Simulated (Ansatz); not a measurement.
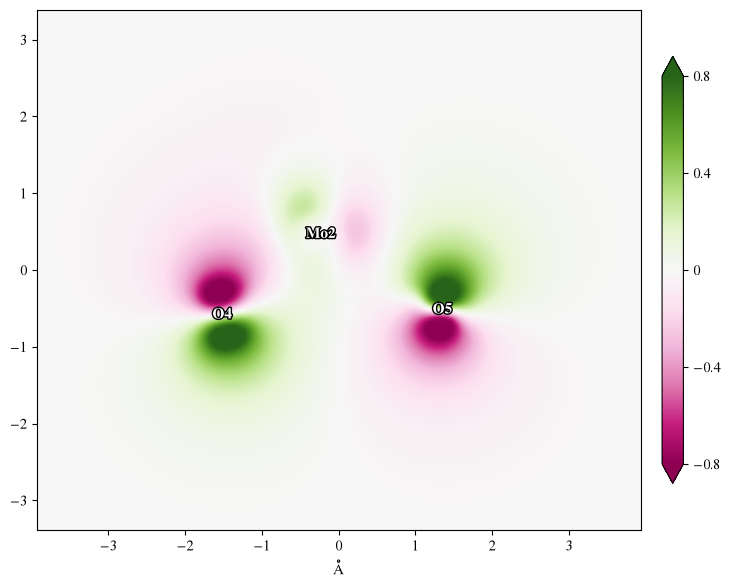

The picture shows: FHMoO3. The HOMO−1 on the plane of atoms O4, Mo2 and O5 (values in Å⁻³ᐟ²; the overall sign is arbitrary).

Geometry: PBE0-D4/def2-SVP; core potentials replace the inner electrons of Mo.

Method: isolated molecule in a Gaussian basis; Kohn-Sham density functional theory, functional PBE0 (Ansatz).

The calculation's input:

```
crystal:
  periodic: [false, false, false]
  atoms:
    - symbol: F
      position_ang: [1.715650, 0.211581, -0.887927]
    - symbol: Mo
      position_ang: [0.164206, -0.329202, -0.051191]
    - symbol: O
      position_ang: [0.499799, -0.801261, 1.512140]
    - symbol: O
      position_ang: [-0.485103, -1.643082, -0.844997]
    - symbol: O
      position_ang: [-1.082252, 1.043673, -0.039086]
    - symbol: H
      position_ang: [-1.391599, 1.554378, 0.719144]
basis:
  gaussian:
    orbitals: def2-TZVPD
total_charge: 0
hamiltonian:
  xc: {name: PBE0}
output:
  forces: true
  orbitals: {seedname: orbitals}
```

Run with:

```sh
ansatz run input.yaml --threads 2 --pin off --max-ram 5220MiB --events-out events.jsonl --progress --plain --runs-dir runs
```

### Where does this orbital lie, and at what energy?

It lies mainly on O4 (about 40 %), O5 (about 35 %), Mo2 (about 10 %) and O3 (about 10 %); largely a combination of lone pairs on O4, O5 and O3. Its energy is −10.21 eV.
